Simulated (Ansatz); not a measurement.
**HfN, pressure series**

Consider HfN in the rock salt structure (space group Fm-3m, No. 225; a = 4.525 Å).

Cell and atoms are relaxed at each pressure.

Calculations: Kohn–Sham DFT with the r2SCAN functional, run in Ansatz (a program for electronic structure) with PAW and 500 eV plane waves, no spin-orbit coupling.

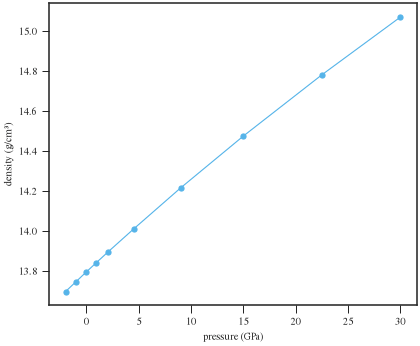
Fig. 1. Density against pressure

```tsv
pressure (GPa)	density
-2	13.70 g/cm³
-1	13.75 g/cm³
0.9	13.84 g/cm³
2.1	13.90 g/cm³
4.5	14.01 g/cm³
9	14.22 g/cm³
15	14.48 g/cm³
22.5	14.78 g/cm³
30	15.07 g/cm³
```

Load acts through the strain it causes; cell and atoms are relaxed under it. Whether these cells are dynamically stable was not tested. Competing high-pressure phases were not computed. The final runs are not spin-polarised. An odd electron count without spin: HfN.
